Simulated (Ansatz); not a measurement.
**SiN$_{3}$H$_{6}$F: geometry relaxation (part 2 of 2)**

Continued. System: SiN$_{3}$H$_{6}$F. Method: RKS PBE0-D4/6-31G (Ansatz 0.2.0). It belongs to a series of runs on one base structure; here: start relaxed.

Geometry of the input (Å):
```
Si 0.0000  0.0000  0.0000
F  0.0000  0.0000  1.5900
N  1.7163  0.0000  -0.6061
H  2.2145  -0.9180  -0.7868
H  2.2175  0.9180  -0.7783
N  -0.8572  1.4851  -0.6061
H  -1.8773  1.4300  -0.8888
H  -0.3367  2.4058  -0.6766
N  -0.8572  -1.4851  -0.6061
H  -1.3922  -2.1014  0.0704
H  -0.8219  -1.7344  -1.6357
```

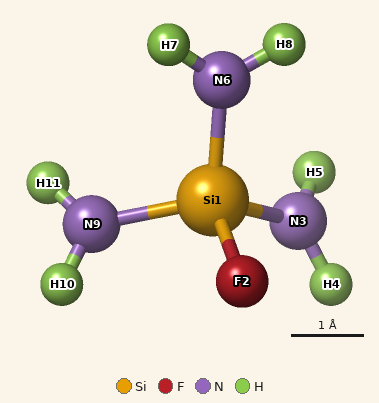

*The geometry at step 13 of the log (ball-and-stick view, seen at a tilt; atoms are numbered from 1 in the order of the input).*

### Trajectory as extended XYZ, continued
```
11
Properties=species:S:1:pos:R:3:forces:R:3 step=6 energy=-15151.85772
Si   -0.0018   -0.0355   -0.1211    0.0224  -0.0122  -0.0745
F    -0.0583   -0.2423    1.5647    0.0127   0.0354   0.0448
N     1.6541    0.0470   -0.6350    0.0421   0.0384  -0.0050
H     2.3318   -0.6653   -0.4124   -0.0418   0.0965  -0.0051
H     2.0216    0.8549   -1.1137   -0.0255  -0.1341   0.0166
N    -0.7470    1.4449   -0.6379    0.0340  -0.0295   0.0118
H    -1.7210    1.4732   -0.8913    0.0392   0.0053   0.0211
H    -0.3024    2.3446   -0.5549   -0.0539  -0.0057   0.0025
N    -0.8946   -1.4381   -0.6209    0.0476   0.1162   0.0504
H    -1.3614   -2.0066    0.0649   -0.0567  -0.0874  -0.0680
H    -0.9152   -1.7768   -1.5666   -0.0203  -0.0228   0.0054
11
Properties=species:S:1:pos:R:3:forces:R:3 step=7 energy=-15151.86976
Si    0.0079   -0.0439   -0.1151    0.0497   0.0615   0.1527
F    -0.0098   -0.2518    1.5742    0.0129  -0.0163  -0.1024
N     1.6680    0.0507   -0.6145   -0.0059   0.0849  -0.0749
H     2.3885   -0.5609   -0.2699   -0.0151  -0.0087   0.0186
H     1.9795    0.7448   -1.2752   -0.0288  -0.0466   0.0586
N    -0.7422    1.4354   -0.6243    0.0694  -0.0209  -0.0400
H    -1.7063    1.4473   -0.9091   -0.0494   0.0024   0.0047
H    -0.3276    2.3448   -0.4982    0.0002  -0.0511   0.0038
N    -0.9174   -1.4199   -0.6315   -0.0340   0.0039   0.0021
H    -1.4042   -2.0081    0.0243    0.0035   0.0146  -0.0169
H    -0.9306   -1.7385   -1.5849   -0.0024  -0.0236  -0.0062
11
Properties=species:S:1:pos:R:3:forces:R:3 step=8 energy=-15151.87300
Si    0.0155   -0.0554   -0.1233    0.0034  -0.0227   0.0213
F     0.0223   -0.3049    1.5563   -0.0024  -0.0029   0.0051
N     1.6823    0.0756   -0.5915   -0.0433   0.0175   0.0009
H     2.4120   -0.4823   -0.1834    0.0325  -0.0358   0.0210
H     1.9879    0.7275   -1.2937   -0.0203  -0.0007  -0.0153
N    -0.7356    1.4143   -0.6473    0.0191   0.0217   0.0010
H    -1.7135    1.4370   -0.8811   -0.0341  -0.0060  -0.0063
H    -0.3031    2.3183   -0.5524    0.0110  -0.0037  -0.0119
N    -0.9453   -1.4121   -0.6369    0.0233   0.0608   0.0421
H    -1.3744   -2.0335    0.0277    0.0187  -0.0126   0.0133
H    -1.0423   -1.6846   -1.5984   -0.0080  -0.0154  -0.0712
11
Properties=species:S:1:pos:R:3:forces:R:3 step=9 energy=-15151.87670
Si    0.0133   -0.0553   -0.1197   -0.0120   0.0432   0.0249
F     0.0229   -0.3170    1.5576    0.0149  -0.0210  -0.0113
N     1.6844    0.0847   -0.5683    0.0260   0.0081   0.0044
H     2.4159   -0.4484   -0.1291    0.0000   0.0067   0.0008
H     1.9848    0.6835   -1.3186   -0.0047  -0.0025   0.0065
N    -0.7368    1.4107   -0.6554   -0.0025  -0.0164  -0.0212
H    -1.7216    1.4420   -0.8608    0.0053   0.0000   0.0038
H    -0.2871    2.3094   -0.5961    0.0031  -0.0086  -0.0071
N    -0.9528   -1.4034   -0.6406   -0.0321  -0.0229   0.0030
H    -1.2953   -2.0860    0.0148    0.0044   0.0012  -0.0066
H    -1.1218   -1.6203   -1.6080   -0.0027   0.0122   0.0028
11
Properties=species:S:1:pos:R:3:forces:R:3 step=10 energy=-15151.85990 accepted=F
Si    0.0162   -0.0629   -0.1201   -0.0136   0.0313  -0.0232
F     0.0450   -0.3625    1.5492    0.0302   0.0001   0.0247
N     1.6963    0.1079   -0.5304    0.2430   0.0400  -0.1266
H     2.4341   -0.3695   -0.0284   -0.1818   0.1657  -0.1656
H     1.9910    0.6378   -1.3424   -0.0436  -0.2094   0.2926
N    -0.7349    1.3923   -0.6792   -0.0696   0.1031  -0.0172
H    -1.7323    1.4382   -0.8294    0.1585   0.0254   0.0088
H    -0.2572    2.2820   -0.6803   -0.1037  -0.1333   0.0012
N    -0.9753   -1.3923   -0.6450   -0.3808  -0.5891  -0.3165
H    -1.1929   -2.1587   -0.0012    0.1052   0.5337  -0.6280
H    -1.2841   -1.5123   -1.6169    0.2563   0.0324   0.9498
11
Properties=species:S:1:pos:R:3:forces:R:3 step=11 energy=-15151.87721
Si    0.0183   -0.0612   -0.1271    0.0218  -0.0320   0.0271
F     0.0776   -0.3706    1.5404   -0.0647   0.0315   0.0342
N     1.6962    0.1049   -0.5446   -0.0285  -0.0048  -0.0709
H     2.4250   -0.3968   -0.0658    0.0112   0.0174   0.0056
H     2.0015    0.6720   -1.3175    0.0054  -0.0277   0.0012
N    -0.7379    1.3942   -0.6780    0.0054   0.0340   0.0553
H    -1.7293    1.4281   -0.8494    0.0094  -0.0068  -0.0124
H    -0.2818    2.2912   -0.6461   -0.0019  -0.0100  -0.0122
N    -0.9841   -1.3884   -0.6396    0.0573  -0.0061  -0.0449
H    -1.2754   -2.1017    0.0075    0.0151  -0.0191  -0.0031
H    -1.2043   -1.5719   -1.6039   -0.0305   0.0236   0.0200
11
Properties=species:S:1:pos:R:3:forces:R:3 step=12 energy=-15151.88357
Si    0.0187   -0.0641   -0.1174   -0.0073  -0.0047   0.0060
F     0.0623   -0.3592    1.5538    0.0107   0.0006  -0.0296
N     1.6972    0.1058   -0.5347    0.0170  -0.0070   0.0121
H     2.4341   -0.3520   -0.0249   -0.0077   0.0084  -0.0021
H     1.9962    0.6205   -1.3460   -0.0096  -0.0172   0.0121
N    -0.7371    1.3873   -0.6770   -0.0133   0.0173  -0.0020
H    -1.7295    1.4284   -0.8401    0.0055   0.0089   0.0018
H    -0.2691    2.2785   -0.6697   -0.0077  -0.0077  -0.0065
N    -0.9787   -1.3890   -0.6436   -0.0034  -0.0231   0.0027
H    -1.2099   -2.1509   -0.0273    0.0117   0.0128  -0.0268
H    -1.2785   -1.5053   -1.5972    0.0040   0.0115   0.0322
11
Properties=species:S:1:pos:R:3:forces:R:3 step=13 energy=-15151.88582
Si    0.0182   -0.0638   -0.1179    0.0021  -0.0039   0.0054
F     0.0779   -0.3625    1.5508    0.0013  -0.0020   0.0036
N     1.6998    0.1085   -0.5230    0.0013   0.0014  -0.0032
H     2.4332   -0.3144    0.0204   -0.0005   0.0033   0.0062
H     2.0044    0.5720   -1.3621    0.0007  -0.0041  -0.0020
N    -0.7431    1.3833   -0.6812   -0.0083   0.0116  -0.0037
H    -1.7379    1.4328   -0.8258    0.0002  -0.0050   0.0013
H    -0.2679    2.2705   -0.6944    0.0050  -0.0043  -0.0025
N    -0.9814   -1.3852   -0.6466   -0.0007   0.0002  -0.0051
H    -1.1649   -2.1805   -0.0582    0.0051  -0.0025  -0.0003
H    -1.3326   -1.4607   -1.5860   -0.0062   0.0053   0.0002
11
Properties=species:S:1:pos:R:3:forces:R:3 step=14 energy=-15151.86249 accepted=F
Si    0.0202   -0.0680   -0.1166    0.0204   0.0051  -0.0365
F     0.1191   -0.3765    1.5468   -0.0247   0.0241   0.0756
N     1.7076    0.1166   -0.4965    0.4322   0.0102  -0.2064
H     2.4348   -0.1998    0.1408   -0.3252   0.1760  -0.3864
H     2.0256    0.4498   -1.4046   -0.0982  -0.2028   0.5469
N    -0.7545    1.3672   -0.6917   -0.0315   0.1085   0.0104
H    -1.7549    1.4345   -0.7936    0.0633  -0.0046   0.0087
H    -0.2605    2.2438   -0.7577   -0.0451  -0.0786   0.0129
N    -0.9908   -1.3749   -0.6563   -0.3558  -0.4491  -0.3792
H    -1.0576   -2.2531   -0.1402   -0.0295   0.5483  -0.4211
H    -1.4831   -1.3395   -1.5544    0.3942  -0.1371   0.7753
11
Properties=species:S:1:pos:R:3:forces:R:3 step=15 energy=-15151.88646
Si    0.0182   -0.0642   -0.1172    0.0019  -0.0013  -0.0049
F     0.0840   -0.3623    1.5514   -0.0003  -0.0036   0.0030
N     1.7008    0.1080   -0.5192    0.0119   0.0121  -0.0032
H     2.4332   -0.2928    0.0428   -0.0118   0.0089  -0.0098
H     2.0077    0.5469   -1.3710    0.0004  -0.0139   0.0144
N    -0.7463    1.3812   -0.6814    0.0021   0.0042  -0.0048
H    -1.7425    1.4345   -0.8148    0.0038  -0.0035  -0.0001
H    -0.2659    2.2652   -0.7086   -0.0015  -0.0042   0.0022
N    -0.9816   -1.3838   -0.6497   -0.0140  -0.0097  -0.0039
H    -1.1459   -2.1932   -0.0746    0.0055   0.0098  -0.0144
H    -1.3560   -1.4395   -1.5819    0.0019   0.0013   0.0213
11
Properties=species:S:1:pos:R:3:forces:R:3 step=16 energy=-15151.88621 accepted=F
Si    0.0189   -0.0640   -0.1175   -0.0027   0.0095   0.0017
F     0.0951   -0.3639    1.5502    0.0000   0.0049   0.0086
N     1.7040    0.1128   -0.5098    0.0622   0.0009  -0.0651
H     2.4326   -0.2561    0.0806   -0.0449   0.0385  -0.0557
H     2.0156    0.4974   -1.3883   -0.0191  -0.0447   0.1155
N    -0.7503    1.3776   -0.6854   -0.0023  -0.0012   0.0096
H    -1.7478    1.4334   -0.8084    0.0082   0.0038   0.0018
H    -0.2668    2.2600   -0.7196   -0.0052  -0.0110  -0.0053
N    -0.9848   -1.3796   -0.6527   -0.0466  -0.0824  -0.0622
H    -1.1067   -2.2167   -0.1031    0.0001   0.1014  -0.0882
H    -1.4040   -1.4009   -1.5700    0.0504  -0.0196   0.1394
11
Properties=species:S:1:pos:R:3:forces:R:3 step=17 energy=-15151.88686
Si    0.0187   -0.0647   -0.1175   -0.0003   0.0012  -0.0026
F     0.0892   -0.3637    1.5507    0.0008  -0.0006   0.0012
N     1.7023    0.1102   -0.5153   -0.0015  -0.0007   0.0019
H     2.4330   -0.2754    0.0589   -0.0003   0.0020   0.0009
H     2.0121    0.5270   -1.3766    0.0006  -0.0021  -0.0009
N    -0.7476    1.3789   -0.6836   -0.0001  -0.0006   0.0009
H    -1.7443    1.4337   -0.8121    0.0004  -0.0003   0.0001
H    -0.2656    2.2618   -0.7145   -0.0001  -0.0008  -0.0010
N    -0.9832   -1.3822   -0.6512    0.0013   0.0012   0.0018
H    -1.1291   -2.2033   -0.0884    0.0016  -0.0009  -0.0020
H    -1.3796   -1.4224   -1.5746   -0.0025   0.0015  -0.0001
11
Properties=species:S:1:pos:R:3:forces:R:3 step=18 energy=-15151.88695
Si    0.0190   -0.0654   -0.1175    0.0016  -0.0043  -0.0007
F     0.0974   -0.3658    1.5502   -0.0037   0.0049   0.0018
N     1.7037    0.1106   -0.5104    0.0232   0.0033  -0.0094
H     2.4327   -0.2491    0.0835   -0.0203   0.0096  -0.0201
H     2.0175    0.4990   -1.3841   -0.0043  -0.0138   0.0241
N    -0.7506    1.3760   -0.6844    0.0011   0.0044  -0.0008
H    -1.7485    1.4349   -0.8022    0.0045   0.0014   0.0001
H    -0.2638    2.2558   -0.7302   -0.0059  -0.0046   0.0045
N    -0.9848   -1.3800   -0.6541   -0.0128  -0.0223  -0.0156
H    -1.1068   -2.2173   -0.1086    0.0006   0.0236  -0.0209
H    -1.4099   -1.3987   -1.5663    0.0160  -0.0021   0.0369
11
Properties=species:S:1:pos:R:3:forces:R:3 step=19 energy=-15151.88701
Si    0.0190   -0.0644   -0.1175   -0.0006  -0.0012  -0.0008
F     0.0940   -0.3626    1.5508    0.0018   0.0028  -0.0002
N     1.7035    0.1111   -0.5113    0.0070  -0.0071  -0.0001
H     2.4323   -0.2550    0.0782   -0.0045   0.0051  -0.0046
H     2.0165    0.4991   -1.3850   -0.0012  -0.0001   0.0064
N    -0.7501    1.3771   -0.6849   -0.0023   0.0031   0.0060
H    -1.7476    1.4341   -0.8063    0.0000   0.0009  -0.0003
H    -0.2662    2.2589   -0.7212   -0.0002  -0.0037  -0.0036
N    -0.9831   -1.3805   -0.6538   -0.0036  -0.0045  -0.0061
H    -1.1090   -2.2148   -0.1055   -0.0004   0.0062  -0.0061
H    -1.4035   -1.4029   -1.5674    0.0042  -0.0015   0.0094
```

### Key numbers

```json
{"quantity": "outcome", "value": "converged"}
{"quantity": "total energy", "value": "−15151.8870 eV"}
{"quantity": "mean-field energy", "value": "−15151.6987 eV"}
{"quantity": "largest force (length of the vector) at the end", "value": "0.010 eV/Å"}
{"quantity": "hardware", "value": "1 thread of Arm Neoverse V1, 24 GiB of memory available, shared host"}
{"quantity": "wall time", "value": "65 s"}
{"quantity": "peak memory", "value": "0.14 GiB"}
```
